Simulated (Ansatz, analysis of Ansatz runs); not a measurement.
# RuS2(100): segregation of In_Ru

Question: does neutral In_Ru prefer the (100) surface of RuS2 or the inside, and by how much? The same defect is put at one site in each of several layers from the top towards the middle of one slab. Model: a cell of 96 host atoms with 1 Ru taken out and 1 In put in.

Method: plane-wave PAW DFT, PBE and LDA; a slab with vacuum, neutral defects, in Ansatz 0.2.0.

## (1) The structure

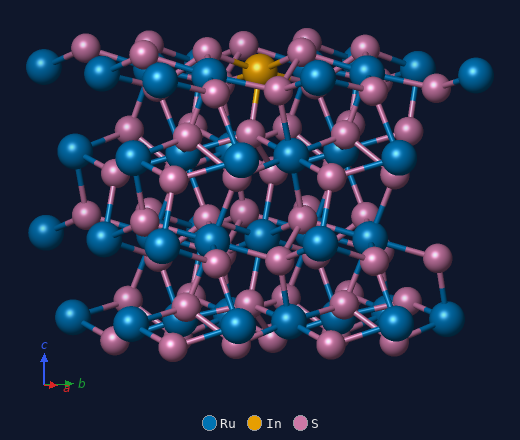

Start, viewed from the side, with the c axis up; ruthenium blue, indium orange, sulfur pink. Some periodic images of atoms are drawn too.

The cell holds 96 atoms: 31 Ru, 1 In and 64 S. Cell: a = 11.261 Å, b = 11.261 Å, c = 23.000 Å, α = 90.0°, β = 90.0°, γ = 90.0°. It derives from RuS2 (space group Pa-3), repeated 2×2×1. Vacuum lies along c. Nearest the centre at fractional (0.503, 0.494, 0.680): In8 at 0.00 Å, S72 at 2.22 Å, S66 at 2.30 Å, S94 at 2.35 Å, S19 at 2.36 Å, S47 at 2.37 Å, S67 at 3.50 Å, S23 at 3.52 Å.

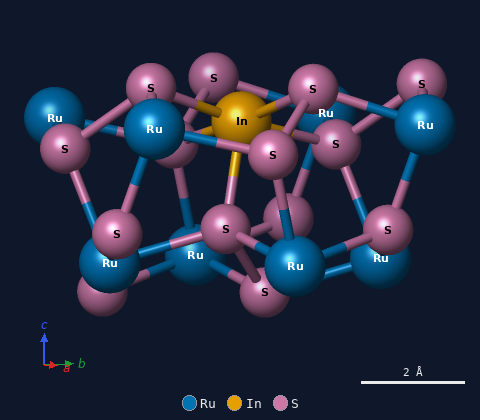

The atoms within 5 Å of the centre.

The cell's shortest repeat is 11.3 Å.

## (2) The clean slab

The slab is cut stoichiometric, symmetric and without a dipole, at the in-plane lattice of the database's bulk structure, and all its atoms relax. Miller indices refer to pymatgen's conventional standard cell, whose axes can be ordered otherwise than in the space-group symbol.

slab/input.yaml

```yaml
crystal:
  lattice:
    - [5.63061, 0.0, 0.0]
    - [0.0, 5.63061, 0.0]
    - [0.0, 0.0, 23.0]
  atoms:
    - { symbol: Ru, position: [0.5, 0.5, 0.4387977] }
    - { symbol: Ru, position: [0.5, 1.0, 0.3163932] }
    - { symbol: Ru, position: [1.0, 0.5, 0.3163932] }
    - { symbol: Ru, position: [1.0, 1.0, 0.4387977] }
    - { symbol: Ru, position: [0.5, 0.5, 0.6836068] }
    - { symbol: Ru, position: [0.5, 1.0, 0.5612023] }
    - { symbol: Ru, position: [1.0, 0.5, 0.5612023] }
    - { symbol: Ru, position: [1.0, 1.0, 0.6836068] }
    - { symbol: S, position: [0.8882042, 0.1117958, 0.2890245] }
    - { symbol: S, position: [0.1117958, 0.6117958, 0.4661664] }
    - { symbol: S, position: [0.6117958, 0.8882042, 0.4114291] }
    - { symbol: S, position: [0.3882042, 0.3882042, 0.3437618] }
    - { symbol: S, position: [0.6117958, 0.6117958, 0.2890245] }
    - { symbol: S, position: [0.3882042, 0.1117958, 0.4661664] }
    - { symbol: S, position: [0.8882042, 0.3882042, 0.4114291] }
    - { symbol: S, position: [0.1117958, 0.8882042, 0.3437618] }
    - { symbol: S, position: [0.8882042, 0.1117958, 0.5338336] }
    - { symbol: S, position: [0.1117958, 0.6117958, 0.7109755] }
    - { symbol: S, position: [0.6117958, 0.8882042, 0.6562382] }
    - { symbol: S, position: [0.3882042, 0.3882042, 0.5885709] }
    - { symbol: S, position: [0.6117958, 0.6117958, 0.5338336] }
    - { symbol: S, position: [0.3882042, 0.1117958, 0.7109755] }
    - { symbol: S, position: [0.8882042, 0.3882042, 0.6562382] }
    - { symbol: S, position: [0.1117958, 0.8882042, 0.5885709] }
basis:
  ecutwfc: 420
  xc_grid: 2
hamiltonian:
  xc: pbe
  pseudopotentials: { kind: paw, azcp: { folder: soft_1 } }
kpoints:
  mp_grid: { grid: [4, 4, 1] }
scf:
  occupations: { method: fermi_dirac, width: 0.01 }
  max_iter: 100
relax:
  f_tol: 0.01
  max_steps: 100
  random_displacement: { amplitude: 0.03, seed: 5569 }
output:
  forces: true
  eigenvalues: true
```

Launch:

```sh
$ ansatz run input.yaml --threads 32 --pin off --max-ram 84787MiB --backend cuda --events-out ev --progress --plain --runs-dir out --max-vram 78GiB
```

Numbers of over 12 decimals in the logs are rounded to 6 here.

Log:

```text
[...]
Engine: ansatz 0.2.0, aarch64-unknown-linux-gnu
[...]
Pseudopotential: Ru, paw, valence charge 16, recommended cutoff 420 eV (normal), soft_1/Ru.paw.azcp
Pseudopotential: S, paw, valence charge 6, recommended cutoff 420 eV (normal), soft_1/S.paw.azcp
Functional definition: PBE
[...]
Crystal: 24 atoms, lattice volume = 729.187 Å³
Basis set: ecut = 420 eV, 14257 PW (Γ), exchange–correlation on 80×80×320 points (8 copies of the dense FFT grid, shifted against one another)
Bands: 136, of which v1, the nominal top of the filled ones, is band 112 counted from 1 (111 counted from 0)
[...]
k-points: 10 of 16 (time reversal used)
[...]
Functional: x = pbe(κ = 0.804, μ = 0.219515), c = pbe(β = 0.066725)
[...]
preconditioner: auto → Resta (q_TF=auto, 2.241 Å⁻¹)  ε∞=5.9  [insulator: Δε(μ)=0.690 eV  Ē_g=7.826 eV  σ=0.010 eV  W_gap=1.00  n_scr=124 (ndim 8)  ℏωp=17.4 eV  f_vac=0.464  D(μ)=0.00/eV (n_scr^D=0)  ε [...]
SCF iter   2: F=—  HF=-61471.523744 eV  |F-HF|=—  |Δ(HF+E_count)|=   4.61e-2  Δρ=1.04e-2  dr2=6.63e-1  ethr=5.64e-4  ⟨swp⟩=2.8  Hψ=1780  notcnv=0  defer=186
[...]
SCF iter   8: F=-61471.497648 eV  HF=-61471.497662 eV  |F-HF|=1.47e-5  |Δ(HF+E_count)|=   3.73e-5  Δρ=7.89e-5  dr2=5.78e-5  ethr=4.46e-8  ⟨swp⟩=13.3  Hψ=7301  notcnv=0
SCF 2 converged in 8 iterations: F = -61471.497648 eV  dr2 = 5.78e-5
[...]
SCF 5 converged in 7 iterations: F = -61471.940952 eV  dr2 = 4.93e-8
relax step   5: F+E_penalty+E_count = -61471.94095217 eV  Δ(F+E_penalty+E_count) = -3.705e-4 eV  max|allowed force component| = 3.911e-3 eV/Å  Δτ_max = 0.0028 Å  (7 SCF iters, accepted)
SCF converged after 7 iterations
[...]
--- Relaxed structure (5 steps of the walk, 5 accepted, 0 SCFs on fresh bases) ---
[...]
```

Elapsed: 4.9 s, on 1 × NVIDIA GB200 with 32 threads of Arm Neoverse V2, shared host; peak memory 1.2 GiB.

Relaxation path:

```tsv
step	energy less that of the first step (eV)	largest force component (eV/Å)
1	0.0000	2.0209
2	-0.3299	1.0977
3	-0.7624	0.1354
4	-0.7729	0.0265
5	-0.7732	0.0039
```

The atoms that moved most (Å, from the sites as typed, ahead of the random displacement, the mean shift of all atoms taken out):

```tsv
atom	dx	dy	dz	length
Ru8	0.043	-0.066	-0.087	0.117
Ru5	-0.043	-0.066	-0.087	0.117
Ru3	-0.043	-0.066	0.087	0.117
Ru2	0.043	-0.066	0.087	0.117
S14	-0.014	0.043	0.021	0.050
S10	0.014	0.043	0.021	0.050
S19	0.007	-0.035	0.035	0.050
S23	-0.007	-0.035	0.035	0.050
```

The relaxed structure:

```
Ru S
1.0
     5.63061    0.00000    0.00000
     0.00000    5.63061    0.00000
     0.00000    0.00000   23.00000
Ru S
8 16
Direct
  0.49877 0.50393 0.43845
  0.50695 0.98727 0.32024
  0.99182 0.48727 0.32024
  0.00001 0.00394 0.43845
  0.49185 0.48723 0.67986
  0.50001 0.00391 0.56165
  0.99877 0.50391 0.56165
  0.00698 0.98724 0.67986
  0.88425 0.11373 0.28950
  0.11363 0.61834 0.46715
  0.61344 0.88937 0.41013
  0.38629 0.38098 0.34229
  0.61453 0.61374 0.28950
  0.38514 0.11834 0.46715
  0.88533 0.38938 0.41013
  0.11248 0.88099 0.34230
  0.88516 0.11832 0.53296
  0.11458 0.61370 0.71059
  0.61251 0.88094 0.65780
  0.38534 0.38933 0.58996
  0.61363 0.61831 0.53295
  0.38427 0.11368 0.71060
  0.88632 0.38094 0.65781
  0.11345 0.88933 0.58996
```

With the common shift taken out, atoms move by up to 0.12 Å from the bulk-cut sites, and by up to 0.09 Å along the normal.

On a dense mesh the slab's energy differs by under 1 meV an atom, so the sampling is kept; the layers are compared at one sampling, where most of this error should cancel, which was not tested.

## (3) Does the supercell reconstruct?

The clean supercell is relaxed from displaced atoms, since a reconstruction that only the larger cell allows would otherwise be counted to the defect.

pristine.relax/input.yaml

```yaml
crystal:
  lattice:
    - [11.26122, 0.0, 0.0]
    - [0.0, 11.26122, 0.0]
    - [0.0, 0.0, 23.0]
  atoms:
    - { symbol: Ru, position: [0.24938682, 0.25196745, 0.43844771] }
    - { symbol: Ru, position: [0.25347561, 0.49363618, 0.32024065] }
    - { symbol: Ru, position: [0.49591223, 0.24363673, 0.32024049] }
    - { symbol: Ru, position: [0.50000365, 0.50197011, 0.43844716] }
[... 86 atom lines left out ...]
    - { symbol: S, position: [0.80625507, 0.94046836, 0.65780328] }
    - { symbol: S, position: [0.69267008, 0.69466724, 0.5899631] }
    - { symbol: S, position: [0.80681266, 0.80915696, 0.53295443] }
    - { symbol: S, position: [0.69213464, 0.55684054, 0.71059536] }
    - { symbol: S, position: [0.94315954, 0.6904704, 0.65780544] }
    - { symbol: S, position: [0.5567252, 0.94466741, 0.5899621] }
basis:
  ecutwfc: 420
  xc_grid: 2
hamiltonian:
  xc: pbe
  pseudopotentials: { kind: paw, azcp: { folder: soft_1 } }
kpoints:
  mp_grid: { grid: [2, 2, 1] }
scf:
  occupations: { method: fermi_dirac, width: 0.01 }
  max_iter: 80
output:
  forces: true
relax:
  f_tol: 0.015
  max_steps: 80
  random_displacement: { amplitude: 0.05, seed: 5578 }
```

Log:

```text
[...]
Crystal: 96 atoms, lattice volume = 2916.747 Å³
Basis set: ecut = 420 eV, 56977 PW (Γ), exchange–correlation on 160×160×320 points (8 copies of the dense FFT grid, shifted against one another)
Bands: 544, of which v1, the nominal top of the filled ones, is band 448 counted from 1 (447 counted from 0)
[...]
k-points: 4
[...]
relax step   1: F+E_penalty+E_count = -245886.15346811 eV  Δ(F+E_penalty+E_count) = +0.000e0 eV  max|allowed force component| = 1.638e0 eV/Å  Δτ_max = 0.0000 Å  (15 SCF iters, dr2 threshold 5.63e-6 eV [...]
[...]
SCF iter   9: F=-245886.809219 eV  HF=-245886.809238 eV  |F-HF|=1.91e-5  |Δ(HF+E_count)|=   8.16e-7  Δρ=2.26e-5  dr2=3.14e-5  ethr=1.12e-8  ⟨swp⟩=3.0  Hψ=5683  notcnv=0
SCF 2 converged in 9 iterations: F = -245886.809219 eV  dr2 = 3.14e-5
[...]
SCF 4 converged in 9 iterations: F = -245887.763800 eV  dr2 = 8.94e-8
[...]
relax step   4: F+E_penalty+E_count = -245887.76380030 eV  Δ(F+E_penalty+E_count) = -3.485e-3 eV  max|allowed force component| = 4.565e-3 eV/Å  Δτ_max = 0.0079 Å  (9 SCF iters, accepted)
SCF converged after 9 iterations
[...]
```

It took 7.1 s on 1 × NVIDIA GB200 with 32 threads; peak memory 1.7 GiB; 27 s of CPU time.

Atoms end at most 0.00 Å from the small cell's positions, so the small cell's structure is at least a local minimum.

## (4) The defect, layer by layer

Each layer's defect is relaxed from random displacements. Layer 1 is shown in full.

layer1_M1.relax/input.yaml

```yaml
crystal:
  lattice:
    - [11.26122, 0.0, 0.0]
    - [0.0, 11.26122, 0.0]
    - [0.0, 0.0, 23.0]
  atoms:
    - { symbol: Ru, position: [0.24937423, 0.25195315, 0.43846315] }
    - { symbol: Ru, position: [0.25347057, 0.49366305, 0.32024625] }
[... 1 atom line left out ...]
    - { symbol: Ru, position: [0.50003063, 0.50195554, 0.43845444] }
    - { symbol: Ru, position: [0.2459403, 0.2435947, 0.67984261] }
    - { symbol: Ru, position: [0.25001993, 0.50193062, 0.56163581] }
    - { symbol: Ru, position: [0.49938335, 0.25193007, 0.56165553] }
    - { symbol: In, position: [0.50345109, 0.49361887, 0.67984445] }
[... 8 atom lines left out ...]
    - { symbol: S, position: [0.44258552, 0.05914474, 0.53296116] }
    - { symbol: S, position: [0.05730389, 0.3068478, 0.71056971] }
    - { symbol: S, position: [0.30623905, 0.44043862, 0.65775921] }
    - { symbol: S, position: [0.19268192, 0.19466034, 0.58994294] }
    - { symbol: S, position: [0.30681474, 0.30915551, 0.53295217] }
    - { symbol: S, position: [0.19213647, 0.05684296, 0.71058353] }
    - { symbol: S, position: [0.44316254, 0.19044978, 0.65778038] }
    - { symbol: S, position: [0.0567382, 0.44466402, 0.58994411] }
[... 4 atom lines left out ...]
    - { symbol: Ru, position: [0.24593706, 0.74358244, 0.67984711] }
[... 1 atom line left out ...]
    - { symbol: Ru, position: [0.49937652, 0.75191563, 0.56165067] }
    - { symbol: Ru, position: [0.50345186, 0.99361146, 0.67987102] }
[... 5 atom lines left out ...]
    - { symbol: S, position: [0.19259279, 0.55916404, 0.46714754] }
[... 2 atom lines left out ...]
    - { symbol: S, position: [0.44259899, 0.55915406, 0.53294871] }
[... 1 atom line left out ...]
    - { symbol: S, position: [0.30624822, 0.94043829, 0.6577817] }
    - { symbol: S, position: [0.19268161, 0.69467132, 0.5899417] }
    - { symbol: S, position: [0.30680641, 0.80914798, 0.53294815] }
    - { symbol: S, position: [0.1921199, 0.55681136, 0.71056761] }
    - { symbol: S, position: [0.44315607, 0.6904696, 0.65776817] }
[... 5 atom lines left out ...]
    - { symbol: Ru, position: [0.74593245, 0.24361612, 0.67985764] }
    - { symbol: Ru, position: [0.75003012, 0.50191305, 0.56164401] }
[... 1 atom line left out ...]
    - { symbol: Ru, position: [1.00346406, 0.49359442, 0.67983536] }
[... 1 atom line left out ...]
    - { symbol: S, position: [0.55681516, 0.30917267, 0.46716017] }
[... 7 atom lines left out ...]
    - { symbol: S, position: [0.55728135, 0.30687467, 0.71058149] }
    - { symbol: S, position: [0.80621575, 0.44046501, 0.65777451] }
    - { symbol: S, position: [0.69268147, 0.19466418, 0.58995973] }
    - { symbol: S, position: [0.80681806, 0.30914132, 0.5329479] }
    - { symbol: S, position: [0.69213126, 0.05686937, 0.71060995] }
    - { symbol: S, position: [0.94317811, 0.19045031, 0.657779] }
    - { symbol: S, position: [0.55673164, 0.44465918, 0.58995058] }
[... 4 atom lines left out ...]
    - { symbol: Ru, position: [0.74594507, 0.74362597, 0.67984623] }
[... 4 atom lines left out ...]
    - { symbol: S, position: [0.55680791, 0.80916951, 0.46714655] }
[... 3 atom lines left out ...]
    - { symbol: S, position: [0.69258201, 0.55916979, 0.46714003] }
[... 2 atom lines left out ...]
    - { symbol: S, position: [0.94260364, 0.55914283, 0.53294451] }
    - { symbol: S, position: [0.55727451, 0.80684754, 0.71059279] }
    - { symbol: S, position: [0.80623812, 0.94047014, 0.65778598] }
    - { symbol: S, position: [0.69266494, 0.69465546, 0.58995424] }
    - { symbol: S, position: [0.80680729, 0.80914173, 0.53295087] }
    - { symbol: S, position: [0.69212131, 0.55687435, 0.71058813] }
    - { symbol: S, position: [0.94316897, 0.69045434, 0.65776404] }
    - { symbol: S, position: [0.55671763, 0.94466785, 0.58997225] }
basis:
  ecutwfc: 420
  xc_grid: 2
hamiltonian:
  xc: pbe
  pseudopotentials: { kind: paw, azcp: { folder: soft_1 } }
kpoints:
  mp_grid: { grid: [2, 2, 1] }
magnetization:
  spin_polarized: true
  initial_magnetization: 1
  spin_locking: { lock_magnetization: hard }
scf:
  occupations: { method: fermi_dirac, width: 0.01 }
  max_iter: 100
output:
  forces: true
relax:
  f_tol: 0.03
  max_steps: 90
  random_displacement: { amplitude: 0.05, seed: 5570 }
```

Log:

```text
[...]
Crystal: 96 atoms, lattice volume = 2916.747 Å³
Basis set: ecut = 420 eV, 56977 PW (Γ), exchange–correlation on 160×160×320 points (8 copies of the dense FFT grid, shifted against one another)
Bands: 543, of which v1, the nominal top of the filled ones, is band 447 counted from 1 (446 counted from 0)
[...]
spin=Collinear: LDOS preconditioning applied to the charge; magnetization (m = ρ↑ − ρ↓) channel mixes plain (no charge-response kernel on spin).
SCF iter   3: F=—  HF=-245602.999798 eV  |F-HF|=—  |Δ(HF+E_count)|=    2.86e0  Δρ=1.01e-2 (↑9.97e-3 ↓1.01e-2)  dr2=5.99e0  dr2_m=3.40e-3  M=1.000 μB ∫|m|=1.020 μB  β_m=0.52  ethr=1.94e-3  ⟨swp⟩=2.4  H [...]
[...]
SCF iter  20: F=-245602.151271 eV  HF=-245602.151272 eV  |F-HF|=4.76e-7  |Δ(HF+E_count)|=   1.85e-6  Δρ=5.73e-6 (↑5.02e-6 ↓5.73e-6)  dr2=5.96e-6  dr2_m=1.16e-7  M=1.000 μB ∫|m|=1.055 μB  ethr=1.10e-9  [...]
SCF 1 converged in 20 iterations: F = -245602.151271 eV  dr2 = 5.96e-6
[...]
relax step   1: F+E_penalty+E_count = -245602.15127104 eV  Δ(F+E_penalty+E_count) = +0.000e0 eV  max|allowed force component| = 5.411e0 eV/Å  Δτ_max = 0.0000 Å  (20 SCF iters, dr2 threshold 2.25e-5 eV [...]
[...]
SCF 6 converged in 33 iterations: F = -245605.935490 eV  dr2 = 1.90e-8
relax step   6: F+E_penalty+E_count = -245605.93548970 eV  Δ(F+E_penalty+E_count) = -3.444e-3 eV  max|allowed force component| = 2.224e-2 eV/Å  Δτ_max = 0.0229 Å  (33 SCF iters, accepted)
SCF converged after 33 iterations
[...]
```

The job ended after 34 s (1 × NVIDIA GB200 with 32 threads; peak memory 2.1 GiB).

The steps of the relaxation:

```tsv
step	energy less that of the first step (eV)	largest force component (eV/Å)
1	0.0000	5.4114
2	-3.1942	1.1517
3	-3.6982	0.5726
4	-3.7519	0.3145
5	-3.7808	0.0710
6	-3.7842	0.0222
```

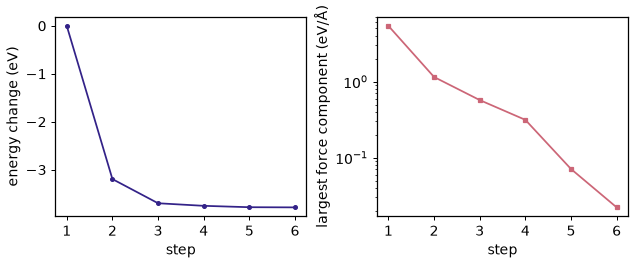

Energy and largest force along the relaxation.

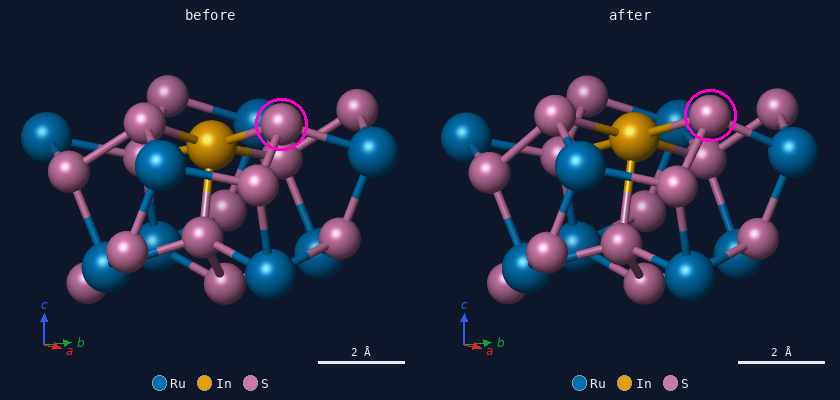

Before and after: the atoms that start within 5 Å of the centre. S94, which moves most, is ringed if it is among them.

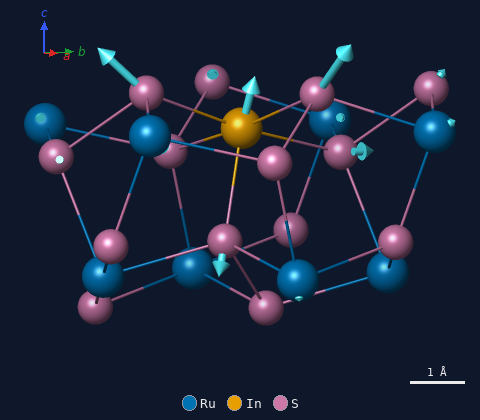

Displacements in the relaxation from the typed sites near the centre, exaggerated, the mean shift taken out; the longest in the cell stands for 0.43 Å.

The atoms that moved most (Å, from the sites as typed, ahead of the random displacement, the mean shift of all atoms taken out):

```tsv
atom	dx	dy	dz	length
S94	0.333	0.063	0.266	0.430
S66	-0.003	-0.254	0.225	0.340
In8	0.098	0.026	0.231	0.252
S47	-0.035	0.150	0.003	0.154
S72	0.042	-0.040	-0.135	0.147
S19	-0.132	-0.005	0.025	0.134
S46	-0.052	0.020	0.023	0.060
S90	0.005	0.034	0.047	0.058
```

Neighbours of In8 at the end:

```tsv
atom	distance (Å)
S66	2.535
S72	2.569
S47	2.584
S94	2.585
S19	2.629
S67	3.440
S23	3.596
S90	3.610
```

All relaxations:

```tsv
layer	depth (Å)	moment (μB)	outcome	structures computed	largest displacement from the input (Å)	time
1	0.71	1	converged	6	0.43	34 s
2	3.43	1	converged	8	0.40	30 s
```

The relaxation ends 39 meV an atom lower than the displaced start, with a largest force component of 0.022 eV/Å.

[end of part 1 of 2]

[Logs are printed without paths, hosts, clocks, repeated set-up lines and the standing remarks that a program may print on its own settings, such as how far it seeks lower states.]

[Hosts, paths, dates, database ids (printed as entryN), source tags and the programs' standing remarks are cut or masked in the printed files.]

[Maps of the electrostatic potential energy from Ansatz leave out the sawtooth potential of an applied field or a dipole correction, so their vacuum need not be flat.]
